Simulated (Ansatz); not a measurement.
# AlN: a point defect seen from the nuclei (Ge on an Al site), part 2 of 3

How do the nuclei near a point defect see it? The defect is Ge on an Al site in AlN (cell charge +1), first unrelaxed. The cell is a supercell built from a structure deposited in the COD (the entry's cell lengths or inner coordinates differ somewhat from later room-temperature determinations). Planned: a single point, then a relaxation, then a check of dr2_threshold with symmetry.

Ansatz 0.2.0; DFT, PBE, plane-wave PAW, default files, scalar-relativistic, as far as a step names no other.

### 3 Ions relaxed

The COD entry's cell or inner coordinates are ideal or old and differ from later refinements, so a difference from it is no clean test against experiment.

Changes to input.yaml since step 2:

```diff
@@ -73 +73,4 @@
   volumetric_format: npy
+relax:
+  f_tol: 0.03
+  max_steps: 40
```

Run with:

```bash
> ansatz run input.yaml --threads 1 --pin off --max-ram 3072MiB --backend cpu --events-out ev --progress --plain --runs-dir out
```

Standard output:

```text
Warning: output.stress: scf.convergence.dr2_threshold = 1e-7 eV (the SCF's general default) is looser than the 4.8e-9 eV advised for a printed stress (1e-10 eV for each atom of the cell: 48). What an SCF threshold leaves in a stress goes as its square root, and in the free energy as the threshold itself, and one threshold admits the most on a small cell: of the crystals measured, under no hybrid functional and no lock of the moments, on runs that ended without the residual-converged pass, on stresses that held no estimate of that error, the worst erred by over 100 MPa in a component at 1e-7 eV an atom and by under 5 at 1e-10. Every solve of this run answers to scf.convergence.dr2_threshold, and the tensor of one is reported: a single SCF on the reported geometry and on this run's grids (its basis.xc_grid and basis.ecutrho_ratio typed), with scf.convergence.dr2_threshold at 4.8e-9 eV or tighter, prints it and tightens no other solve. Else set scf.convergence.dr2_threshold to 4.8e-9 eV or tighter. The threshold is an SCF's pass mark: one that does not reach it within its budget of iterations ends unconverged, or closes short of it on a stop that the run arms, and scf.convergence.dr2_threshold's page says what that costs each kind of run
Warning: RAYON_NUM_THREADS=1 ignored (pool sized by the plan → 1); use --threads N
Engine: ansatz 0.2.0, aarch64-unknown-linux-gnu
Pseudopotentials: kind: paw
Pseudopotential: Ge, paw, valence charge 14, recommended cutoff 420 eV (normal), Ge.paw.azcp
Pseudopotential: Al, paw, valence charge 3, recommended cutoff 420 eV (normal), Al.paw.azcp
Pseudopotential: N, paw, valence charge 5, recommended cutoff 420 eV (normal), N.paw.azcp
Functional definition: PBE
  parameter kappa = 0.804
  parameter beta = 0.06672455060314922
  exchange = pbe_x(kappa = kappa, mu = beta*pi^2/3)
  correlation = pbe_c(beta = beta)
Crystal: 48 atoms, lattice volume = 501.634 Å³
Basis set: ecut = 420 eV, 9817 PW (Γ), exchange–correlation on 128×90×144 points (8 copies of the dense FFT grid, shifted against one another)
Bands: 149, of which v1, the nominal top of the filled ones, is band 101 counted from 1 (100 counted from 0)
Symmetry: 1 space group operations
Space group: P1 (ITA 1), of the structure as read, at distance tolerance 7.9e-5 Å
k-points: 14 of 24 (time reversal used)
Non-local potential: Ge, projectors of the file, l = 0: 2, l = 1: 2, l = 2: 3, l = 3: 1
Non-local potential: Al, projectors of the file, l = 0: 2, l = 1: 2, l = 2: 1
Non-local potential: N, projectors of the file, l = 0: 2, l = 1: 2, l = 2: 1
PAW form: soft (Blöchl's): semilocal exchange-correlation on the pseudo side does not see the compensation charge
PAW one-centre angular grid: Ge, 590 points (default); XC on 64 Gauss nodes
PAW one-centre angular grid: Al, 110 points (default); XC on 64 Gauss nodes
PAW one-centre angular grid: N, 110 points (default); XC on 64 Gauss nodes
Initial density: superposition of atomic densities (neutral atoms scaled as one to the charged cell's electrons: chi_scale 0, normalization atom), corrected by the library's trained network
Initial wavefunctions: pseudopotential atomic-orbital guess
Functional: x = pbe(κ = 0.804, μ = 0.2195149727645171), c = pbe(β = 0.06672455060314922)
SCF iter   1: F=—  HF=-25946.015367 eV  |F-HF|=—  |Δ(HF+E_count)|=         —  Δρ=7.28e-3  dr2=2.78e-1  ethr=1.77e-3  ⟨swp⟩=6.0  Hψ=9204  notcnv=0  defer=284
preconditioner: auto → Resta (q_TF=auto, 2.345 Å⁻¹)  ε∞=4.1  [insulator: Δε(μ)=3.573 eV  Ē_g=13.130 eV  σ=0.010 eV  W_gap=1.00  n_scr=102 (ndim 8)  ℏωp=23.0 eV  f_vac=0.000  D(μ)=0.00/eV (n_scr^D=0)  ε∞_Penn≈4.1]
SCF iter   2: F=—  HF=-25945.932715 eV  |F-HF|=—  |Δ(HF+E_count)|=   8.27e-2  Δρ=2.30e-3  dr2=3.93e-2  ethr=1.38e-4  ⟨swp⟩=2.1  Hψ=3912  notcnv=0  defer=584
SCF iter   3: F=—  HF=-25945.920397 eV  |F-HF|=—  |Δ(HF+E_count)|=   1.23e-2  Δρ=7.73e-4  dr2=4.53e-3  ethr=1.95e-5  ⟨swp⟩=3.0  Hψ=3055  notcnv=0  defer=584
SCF iter   4: F=—  HF=-25945.916414 eV  |F-HF|=—  |Δ(HF+E_count)|=   3.98e-3  Δρ=2.18e-4  dr2=4.20e-4  ethr=2.24e-6  ⟨swp⟩=2.0  Hψ=3173  notcnv=0  defer=584
SCF iter   5: F=—  HF=-25945.916383 eV  |F-HF|=—  |Δ(HF+E_count)|=   3.11e-5  Δρ=8.20e-5  dr2=5.02e-5  ethr=2.08e-7  ⟨swp⟩=2.2  Hψ=2990  notcnv=0  defer=584
SCF iter   6: F=-25945.916381 eV  HF=-25945.916381 eV  |F-HF|=1.03e-7  |Δ(HF+E_count)|=   2.11e-6  Δρ=1.22e-5  dr2=9.55e-7  ethr=1.11e-8  ⟨swp⟩=8.4  Hψ=13940  notcnv=0
SCF 1 converged in 6 iterations: F = -25945.916381 eV  dr2 = 9.55e-7
relax step   1: F+E_penalty+E_count = -25945.91638121 eV  Δ(F+E_penalty+E_count) = +0.000e0 eV  max|allowed force component| = 1.201e0 eV/Å  Δτ_max = 0.0000 Å  (6 SCF iters, dr2 threshold 2.25e-5 eV, accepted)
Initial density: handed on by an earlier stage of this run
Initial wavefunctions: those handed on with the density
iter 1 solved again at ethr=1.30e-5 eV; its pass at ethr=3.10e-3 eV (dr2=2.63e-2 eV) is discarded
SCF iter   1: F=—  HF=-25946.095839 eV  |F-HF|=—  |Δ(HF+E_count)|=         —  Δρ=2.05e-3  dr2=2.72e-2  ethr=1.30e-5  ⟨swp⟩=2.9  Hψ=6068  notcnv=0  defer=594
preconditioner: auto → Resta (q_TF=auto, 2.345 Å⁻¹)  ε∞=4.1  [insulator: Δε(μ)=3.743 eV  Ē_g=13.111 eV  σ=0.010 eV  W_gap=1.00  n_scr=102 (ndim 8)  ℏωp=23.0 eV  f_vac=0.000  D(μ)=0.00/eV (n_scr^D=0)  ε∞_Penn≈4.1]
SCF iter   2: F=—  HF=-25946.087700 eV  |F-HF|=—  |Δ(HF+E_count)|=   8.14e-3  Δρ=9.60e-4  dr2=7.77e-3  ethr=1.30e-5  ⟨swp⟩=2.5  Hψ=2587  notcnv=0  defer=594
SCF iter   3: F=—  HF=-25946.085936 eV  |F-HF|=—  |Δ(HF+E_count)|=   1.76e-3  Δρ=2.22e-4  dr2=6.80e-4  ethr=3.85e-6  ⟨swp⟩=2.8  Hψ=2733  notcnv=0  defer=594
SCF iter   4: F=—  HF=-25946.085781 eV  |F-HF|=—  |Δ(HF+E_count)|=   1.55e-4  Δρ=7.81e-5  dr2=4.53e-5  ethr=3.37e-7  ⟨swp⟩=2.1  Hψ=3245  notcnv=0  defer=594
iter 5 did not close the SCF: its close was put off for the readings that it lacked (scf_convergence_deferred on its scf_iter line)
SCF iter   5: F=-25946.085747 eV  HF=-25946.085753 eV  |F-HF|=6.04e-6  |Δ(HF+E_count)|=   2.81e-5  Δρ=2.90e-5  dr2=5.97e-6  ethr=2.24e-8  ⟨swp⟩=2.0  Hψ=2892  notcnv=0  defer=594
SCF iter   6: F=-25946.085751 eV  HF=-25946.085751 eV  |F-HF|=5.33e-8  |Δ(HF+E_count)|=   2.15e-6  Δρ=7.59e-6  dr2=3.38e-7  ethr=2.96e-9  ⟨swp⟩=6.0  Hψ=11285  notcnv=0
SCF 2 converged in 6 iterations: F = -25946.085751 eV  dr2 = 3.38e-7
relax step   2: F+E_penalty+E_count = -25946.08575056 eV  Δ(F+E_penalty+E_count) = -1.694e-1 eV  max|allowed force component| = 5.079e-1 eV/Å  Δτ_max = 0.0234 Å  (6 SCF iters, dr2 threshold 9.01e-5 eV, accepted)
SCF iter   1: F=—  HF=-25946.133015 eV  |F-HF|=—  |Δ(HF+E_count)|=         —  Δρ=1.51e-3  dr2=1.56e-2  ethr=5.57e-5  ⟨swp⟩=3.3  Hψ=4076  notcnv=0  defer=590
preconditioner: auto → Resta (q_TF=auto, 2.345 Å⁻¹)  ε∞=4.1  [insulator: Δε(μ)=3.844 eV  Ē_g=13.122 eV  σ=0.010 eV  W_gap=1.00  n_scr=102 (ndim 8)  ℏωp=23.0 eV  f_vac=0.000  D(μ)=0.00/eV (n_scr^D=0)  ε∞_Penn≈4.1]
SCF iter   2: F=—  HF=-25946.126800 eV  |F-HF|=—  |Δ(HF+E_count)|=   6.21e-3  Δρ=6.61e-4  dr2=3.11e-3  ethr=7.70e-6  ⟨swp⟩=3.0  Hψ=3641  notcnv=0  defer=590
SCF iter   3: F=—  HF=-25946.126087 eV  |F-HF|=—  |Δ(HF+E_count)|=   7.13e-4  Δρ=2.95e-4  dr2=4.10e-4  ethr=1.54e-6  ⟨swp⟩=2.6  Hψ=2998  notcnv=0  defer=590
SCF iter   4: F=—  HF=-25946.126016 eV  |F-HF|=—  |Δ(HF+E_count)|=   7.15e-5  Δρ=8.24e-5  dr2=4.46e-5  ethr=2.03e-7  ⟨swp⟩=2.0  Hψ=2989  notcnv=0  defer=590
SCF iter   5: F=-25946.126011 eV  HF=-25946.126013 eV  |F-HF|=2.00e-6  |Δ(HF+E_count)|=   2.66e-6  Δρ=2.31e-5  dr2=2.70e-6  ethr=7.98e-9  ⟨swp⟩=8.4  Hψ=13765  notcnv=0
SCF 3 converged in 5 iterations: F = -25946.126011 eV  dr2 = 2.70e-6
relax step   3: F+E_penalty+E_count = -25946.12601105 eV  Δ(F+E_penalty+E_count) = -4.026e-2 eV  max|allowed force component| = 7.772e-2 eV/Å  Δτ_max = 0.0192 Å  (5 SCF iters, dr2 threshold 1.61e-5 eV, accepted)
[... 8 lines left out ...]
relax step   4: F+E_penalty+E_count = -25946.12786860 eV  Δ(F+E_penalty+E_count) = -1.858e-3 eV  max|allowed force component| = 1.512e-1 eV/Å  Δτ_max = 0.0061 Å  (6 SCF iters, accepted)
[... 6 lines left out ...]
relax step   5: F+E_penalty+E_count = -25946.12839005 eV  Δ(F+E_penalty+E_count) = -5.214e-4 eV  max|allowed force component| = 1.432e-2 eV/Å  Δτ_max = 0.0061 Å  (4 SCF iters, dr2 threshold 1.43e-6 eV, accepted)
iter 1 solved again at ethr=5.09e-10 eV; its pass at ethr=3.10e-3 eV (dr2=1.03e-6 eV) is discarded
SCF iter   1: F=—  HF=-25946.130987 eV  |F-HF|=—  |Δ(HF+E_count)|=         —  Δρ=1.45e-5  dr2=1.06e-6  ethr=5.09e-10  ⟨swp⟩=1.0  Hψ=4928  notcnv=0  defer=588
preconditioner: auto → Resta (q_TF=auto, 2.345 Å⁻¹)  ε∞=4.1  [insulator: Δε(μ)=3.866 eV  Ē_g=13.125 eV  σ=0.010 eV  W_gap=1.00  n_scr=102 (ndim 8)  ℏωp=23.0 eV  f_vac=0.000  D(μ)=0.00/eV (n_scr^D=0)  ε∞_Penn≈4.1]
SCF iter   2: F=—  HF=-25946.128391 eV  |F-HF|=—  |Δ(HF+E_count)|=   2.60e-3  Δρ=6.18e-6  dr2=2.34e-7  ethr=5.09e-10  ⟨swp⟩=2.0  Hψ=2912  notcnv=0  defer=588
SCF iter   3: F=-25946.128390 eV  HF=-25946.128391 eV  |F-HF|=1.75e-8  |Δ(HF+E_count)|=   2.92e-9  Δρ=3.38e-6  dr2=7.65e-8  ethr=4.95e-11  ⟨swp⟩=6.8  Hψ=9276  notcnv=0
SCF 6 converged in 3 iterations: F = -25946.128390 eV  dr2 = 7.65e-8
relax step   6: F+E_penalty+E_count = -25946.12839049 eV  Δ(F+E_penalty+E_count) = -4.384e-7 eV  max|allowed force component| = 1.462e-2 eV/Å  Δτ_max = 0.0000 Å  (3 SCF iters, accepted)
NSCF: frozen V_eff on 14 k-points
the band table was solved once a step of the walk had ended and its energy, with any forces and stress, was formed, with the checks that follow a solve (11736 applications of the Hamiltonian). They found nothing against the state; the energy, forces and stress were not computed again (output.eigenvalues in the input reference)
SCF converged after 3 iterations
Free energy (F): -25946.128390 eV
Harris-Foulkes:  -25946.128391 eV  (|F-HF|=1.75e-8)
Internal energy: -25946.128390 eV  (E = F + TS)
E sigma→0 (E₀):  -25946.128390 eV
Fermi energy:    9.264551 eV
--- Per-component energies (eV) ---
[... 15 lines left out ...]
--- Forces (eV/Å), atoms counted from 1 ---
  atom   1  Ge    -0.00032414    -0.00034541     0.01461765
  atom   2  Al     0.00011348    -0.00016528    -0.00553289
  atom   3  Al     0.00061263    -0.00042512     0.00564203
  atom   4  Al     0.00003036     0.00014763    -0.00055285
  atom   5  Al    -0.00130038    -0.00126843     0.00240015
  atom   6  Al    -0.00086573     0.00014977    -0.00046102
[... 42 lines left out ...]
  max |Σ_I F_I| component: 3.43e-4 eV/Å
--- Stress (GPa, compression-positive) ---
        5.755253      -0.013796      -0.003152
       -0.013794       5.767223      -0.001612
       -0.003152      -0.001605       6.187003
  P = ⅓ Tr σ = 5.9032 GPa (59.032 kbar)
--- PAW observables at the nuclei: V_zz in 10²¹ V/m², potentials from the cell's mean, atoms counted from 1 ---
  atom   1  Ge V_zz =    +0.673052   η = 0.8379   by run symmetry: allowed   C_q = -3.1898 MHz
            electrostatic potential = -4321.469706 V   contact ρ = 210224.437690 e/Å³
  atom   2  Al V_zz =    +0.546841   η = 0.0790   by run symmetry: allowed   C_q = +1.9384 MHz
            electrostatic potential = -1231.643483 V   contact ρ = 10081.463685 e/Å³
  atom   3  Al V_zz =    -0.921336   η = 0.2460   by run symmetry: allowed   C_q = -3.2659 MHz
            electrostatic potential = -1231.221266 V   contact ρ = 10081.522737 e/Å³
  atom   4  Al V_zz =    +0.623532   η = 0.3256   by run symmetry: allowed   C_q = +2.2103 MHz
            electrostatic potential = -1231.612817 V   contact ρ = 10081.462387 e/Å³
  atom   5  Al V_zz =    +0.901238   η = 0.4739   by run symmetry: allowed   C_q = +3.1947 MHz
            electrostatic potential = -1231.369879 V   contact ρ = 10081.475892 e/Å³
  atom   6  Al V_zz =    +0.562723   η = 0.4399   by run symmetry: allowed   C_q = +1.9947 MHz
            electrostatic potential = -1231.660127 V   contact ρ = 10081.457878 e/Å³
  atom   7  Al V_zz =    +0.966461   η = 0.4699   by run symmetry: allowed   C_q = +3.4259 MHz
            electrostatic potential = -1231.416541 V   contact ρ = 10081.490798 e/Å³
  atom   8  Al V_zz =    +0.560285   η = 0.4499   by run symmetry: allowed   C_q = +1.9861 MHz
            electrostatic potential = -1231.666117 V   contact ρ = 10081.457500 e/Å³
  atom   9  Al V_zz =    +0.805329   η = 0.5021   by run symmetry: allowed   C_q = +2.8547 MHz
            electrostatic potential = -1231.350904 V   contact ρ = 10081.467694 e/Å³
  atom  10  Al V_zz =    +0.562148   η = 0.3385   by run symmetry: allowed   C_q = +1.9927 MHz
            electrostatic potential = -1231.660225 V   contact ρ = 10081.458792 e/Å³
  atom  11  Al V_zz =    +0.852067   η = 0.5263   by run symmetry: allowed   C_q = +3.0204 MHz
            electrostatic potential = -1231.400238 V   contact ρ = 10081.483379 e/Å³
  atom  12  Al V_zz =    +0.557365   η = 0.3633   by run symmetry: allowed   C_q = +1.9757 MHz
            electrostatic potential = -1231.668159 V   contact ρ = 10081.459403 e/Å³
  atom  13  Al V_zz =    +0.872928   η = 0.4169   by run symmetry: allowed   C_q = +3.0943 MHz
            electrostatic potential = -1231.442755 V   contact ρ = 10081.518031 e/Å³
  atom  14  Al V_zz =    +1.745463   η = 0.0987   by run symmetry: allowed   C_q = +6.1873 MHz
            electrostatic potential = -1231.495355 V   contact ρ = 10081.513766 e/Å³
  atom  15  Al V_zz =    +0.880850   η = 0.4222   by run symmetry: allowed   C_q = +3.1224 MHz
            electrostatic potential = -1231.449764 V   contact ρ = 10081.519962 e/Å³
  atom  16  Al V_zz =    +1.743646   η = 0.1065   by run symmetry: allowed   C_q = +6.1808 MHz
            electrostatic potential = -1231.496930 V   contact ρ = 10081.513795 e/Å³
  atom  17  Al V_zz =    +0.198535   η = 0.2950   by run symmetry: allowed   C_q = +0.7038 MHz
            electrostatic potential = -1231.590001 V   contact ρ = 10081.454775 e/Å³
  atom  18  Al V_zz =    +0.805635   η = 0.0191   by run symmetry: allowed   C_q = +2.8558 MHz
            electrostatic potential = -1231.637715 V   contact ρ = 10081.444777 e/Å³
  atom  19  Al V_zz =    +0.190237   η = 0.1266   by run symmetry: allowed   C_q = +0.6743 MHz
            electrostatic potential = -1231.604007 V   contact ρ = 10081.456559 e/Å³
  atom  20  Al V_zz =    +0.761626   η = 0.0337   by run symmetry: allowed   C_q = +2.6998 MHz
            electrostatic potential = -1231.636971 V   contact ρ = 10081.444574 e/Å³
  atom  21  Al V_zz =    +0.971300   η = 0.4123   by run symmetry: allowed   C_q = +3.4430 MHz
            electrostatic potential = -1231.475961 V   contact ρ = 10081.520932 e/Å³
  atom  22  Al V_zz =    +1.694534   η = 0.1303   by run symmetry: allowed   C_q = +6.0067 MHz
            electrostatic potential = -1231.518773 V   contact ρ = 10081.512618 e/Å³
  atom  23  Al V_zz =    -0.187457   η = 0.9919   by run symmetry: allowed   C_q = -0.6645 MHz
            electrostatic potential = -1231.578826 V   contact ρ = 10081.456398 e/Å³
  atom  24  Al V_zz =    +0.777077   η = 0.2014   by run symmetry: allowed   C_q = +2.7546 MHz
            electrostatic potential = -1231.610959 V   contact ρ = 10081.444968 e/Å³
  atom  25  N  V_zz =    +3.784118   η = 0.0099   by run symmetry: allowed   C_q = +1.8703 MHz
            electrostatic potential = -516.102098 V   contact ρ = 1413.220394 e/Å³
  atom  26  N  V_zz =    +0.018229   η = 0.8654   by run symmetry: allowed   C_q = +0.0090 MHz
            electrostatic potential = -516.899778 V   contact ρ = 1412.558301 e/Å³
  atom  27  N  V_zz =    -0.079408   η = 0.1073   by run symmetry: allowed   C_q = -0.0392 MHz
            electrostatic potential = -516.822225 V   contact ρ = 1412.624855 e/Å³
  atom  28  N  V_zz =    +0.110840   η = 0.2711   by run symmetry: allowed   C_q = +0.0548 MHz
            electrostatic potential = -516.911108 V   contact ρ = 1412.606048 e/Å³
  atom  29  N  V_zz =    -0.064168   η = 0.1446   by run symmetry: allowed   C_q = -0.0317 MHz
            electrostatic potential = -516.899100 V   contact ρ = 1412.632585 e/Å³
  atom  30  N  V_zz =    +0.051292   η = 0.9620   by run symmetry: allowed   C_q = +0.0254 MHz
            electrostatic potential = -516.973147 V   contact ρ = 1412.604942 e/Å³
  atom  31  N  V_zz =    -0.054849   η = 0.5311   by run symmetry: allowed   C_q = -0.0271 MHz
            electrostatic potential = -516.905835 V   contact ρ = 1412.630384 e/Å³
  atom  32  N  V_zz =    +0.050617   η = 0.6489   by run symmetry: allowed   C_q = +0.0250 MHz
            electrostatic potential = -516.980431 V   contact ρ = 1412.602484 e/Å³
  atom  33  N  V_zz =    -0.023356   η = 0.1653   by run symmetry: allowed   C_q = -0.0115 MHz
            electrostatic potential = -516.896169 V   contact ρ = 1412.632793 e/Å³
  atom  34  N  V_zz =    +0.051840   η = 0.7570   by run symmetry: allowed   C_q = +0.0256 MHz
            electrostatic potential = -516.969147 V   contact ρ = 1412.605354 e/Å³
  atom  35  N  V_zz =    +0.042480   η = 0.9972   by run symmetry: allowed   C_q = +0.0210 MHz
            electrostatic potential = -516.903610 V   contact ρ = 1412.630434 e/Å³
  atom  36  N  V_zz =    +0.043488   η = 0.9265   by run symmetry: allowed   C_q = +0.0215 MHz
            electrostatic potential = -516.976292 V   contact ρ = 1412.603276 e/Å³
  atom  37  N  V_zz =    +0.173912   η = 0.3232   by run symmetry: allowed   C_q = +0.0860 MHz
            electrostatic potential = -516.928797 V   contact ρ = 1412.637259 e/Å³
  atom  38  N  V_zz =    +3.965467   η = 0.0821   by run symmetry: allowed   C_q = +1.9599 MHz
            electrostatic potential = -516.009962 V   contact ρ = 1413.188652 e/Å³
  atom  39  N  V_zz =    +0.171166   η = 0.3598   by run symmetry: allowed   C_q = +0.0846 MHz
            electrostatic potential = -516.933134 V   contact ρ = 1412.634540 e/Å³
  atom  40  N  V_zz =    +3.967146   η = 0.0692   by run symmetry: allowed   C_q = +1.9607 MHz
            electrostatic potential = -516.017233 V   contact ρ = 1413.186750 e/Å³
  atom  41  N  V_zz =    +0.039367   η = 0.9955   by run symmetry: allowed   C_q = +0.0195 MHz
            electrostatic potential = -517.019594 V   contact ρ = 1412.629148 e/Å³
  atom  42  N  V_zz =    +0.389808   η = 0.7715   by run symmetry: allowed   C_q = +0.1927 MHz
            electrostatic potential = -516.785380 V   contact ρ = 1412.638700 e/Å³
  atom  43  N  V_zz =    +0.029555   η = 0.8107   by run symmetry: allowed   C_q = +0.0146 MHz
            electrostatic potential = -517.028708 V   contact ρ = 1412.620087 e/Å³
  atom  44  N  V_zz =    +0.227856   η = 0.8743   by run symmetry: allowed   C_q = +0.1126 MHz
            electrostatic potential = -516.832957 V   contact ρ = 1412.616076 e/Å³
  atom  45  N  V_zz =    +0.175089   η = 0.2904   by run symmetry: allowed   C_q = +0.0865 MHz
            electrostatic potential = -516.951434 V   contact ρ = 1412.634522 e/Å³
  atom  46  N  V_zz =    +3.957227   η = 0.0567   by run symmetry: allowed   C_q = +1.9558 MHz
            electrostatic potential = -516.064219 V   contact ρ = 1413.197962 e/Å³
  atom  47  N  V_zz =    +0.056763   η = 0.3584   by run symmetry: allowed   C_q = +0.0281 MHz
            electrostatic potential = -517.012602 V   contact ρ = 1412.617576 e/Å³
  atom  48  N  V_zz =    -0.178225   η = 0.3801   by run symmetry: allowed   C_q = -0.0881 MHz
            electrostatic potential = -516.815753 V   contact ρ = 1412.603065 e/Å³
--- Band table (eV; the first three rows and the last of 14) ---
[... 4 lines left out ...]
--- Relaxed structure (6 steps of the walk, 6 accepted, 0 SCFs on fresh bases) ---
  F+E_penalty+E_count = -25946.12839049 eV   max|allowed force component| = 1.462e-2 eV/Å
  atoms:
[... 48 lines left out ...]
--- Löwdin populations: 48 sites ---
  site symbol       q [e]
[... 48 lines left out ...]
  spilling = 0.007371 (of n_electrons = 202.000000)
```

Wall time 9 min (1 thread of Arm Neoverse V2, shared host); peak memory 1.4 GiB.

Step by step:

| step | energy change (eV) | largest force component (eV/Å) |
| --- | --- | --- |
| 1 | 0.0000 | 1.201 |
| 2 | -0.1694 | 0.508 |
| 3 | -0.2096 | 0.078 |
| 4 | -0.2115 | 0.151 |
| 5 | -0.2120 | 0.014 |
| 6 | -0.2120 | 0.015 |

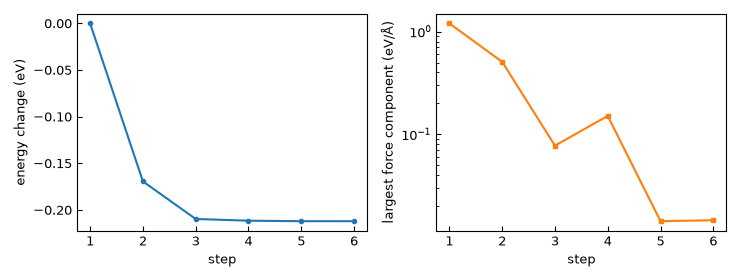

Energy and largest force component along the relaxation.

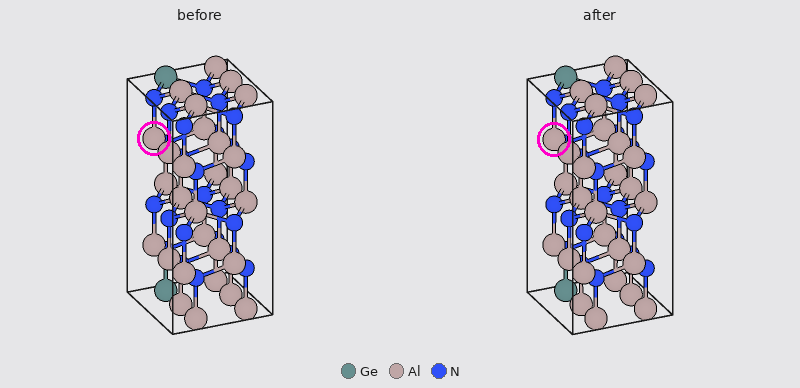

Before and after; atom 14 (Al), which moved most, is ringed, with its images.

Atom 14 and its like (Al) moved farthest, 0.045 Å; the mean move was 0.013 Å.

At the end: gap on the mesh 3.87 eV, largest force 0.015 eV/Å, pressure 5.9 GPa.

Beside the values of step 2 (V_zz in 10²¹ V/m²; 10 of 48 rows, with the four largest changes of size):

| site | atoms | V_zz, PBE | V_zz, PBE relaxed | η, PBE | η, PBE relaxed |
| --- | --- | --- | --- | --- | --- |
| Ge | 1 | -0.37 | 0.67 | 0.39 | 0.84 |
| N25 | 25 | 4.09 | 3.78 | 0.03 | 0.01 |
| N46 | 46 | 4.31 | 3.96 | 0.08 | 0.06 |
| N40 | 40 | 4.34 | 3.97 | 0.08 | 0.07 |
| N38 | 38 | 4.33 | 3.97 | 0.08 | 0.08 |
| Al21 | 21 | 0.49 | 0.97 | 0.52 | 0.41 |
| Al22 | 22 | 0.88 | 1.69 | 0.18 | 0.13 |
| Al15 | 15 | 0.43 | 0.88 | 0.53 | 0.42 |
| Al16 | 16 | 0.91 | 1.74 | 0.14 | 0.11 |
| Al14 | 14 | 0.91 | 1.75 | 0.14 | 0.10 |

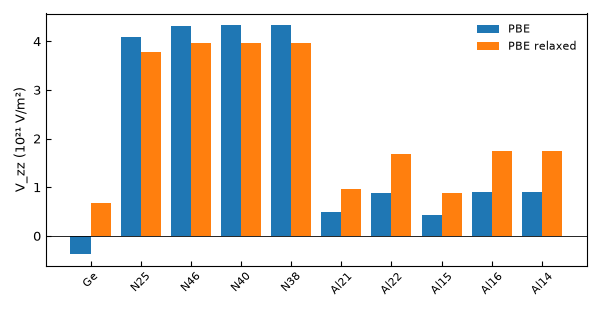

V_zz by site: PBE and PBE relaxed.

The printed gradients, by site: 11 of 48, those nearest the defect, the farthest of each element and the two largest gradients.

| site | atoms | distance from the defect (Å) | V_zz (10²¹ V/m²) | η | C_Q (MHz) |
| --- | --- | --- | --- | --- | --- |
| Ge | 1 | 0.00 | 0.67 | 0.84 | -3.19 (⁷³Ge) |
| N46 | 46 | 1.88 | 3.96 | 0.06 | 1.96 (¹⁴N) |
| N40 | 40 | 1.88 | 3.97 | 0.07 | 1.96 (¹⁴N) |
| N38 | 38 | 1.89 | 3.97 | 0.08 | 1.96 (¹⁴N) |
| N25 | 25 | 1.89 | 3.78 | 0.01 | 1.87 (¹⁴N) |
| N26 | 26 | 3.08 | 0.018 | 0.87 | 0.009 (¹⁴N) |
| Al15 | 15 | 3.10 | 0.88 | 0.42 | 3.12 (²⁷Al) |
| Al13 | 13 | 3.10 | 0.87 | 0.42 | 3.09 (²⁷Al) |
| Al21 | 21 | 3.10 | 0.97 | 0.41 | 3.44 (²⁷Al) |
| Al6 | 6 | 5.87 | 0.56 | 0.44 | 1.99 (²⁷Al) |
| N41 | 41 | 6.47 | 0.039 | 1.00 | 0.019 (¹⁴N) |

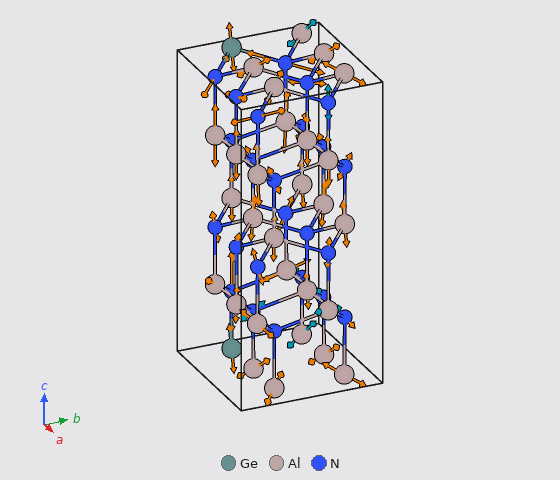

Double arrows mark the V_zz axes (orange positive, teal negative); their length grows with the root of |V_zz|.

The sizes of the gradients above 0.15 moved by 76 % in the median, over a factor of two at the site that moves most (small gradients counted from 0.15; Al15, 0.43 to 0.88), with a change of sign at Ge, N29, N31 and others.

(Part 2 of 3 ends here.)
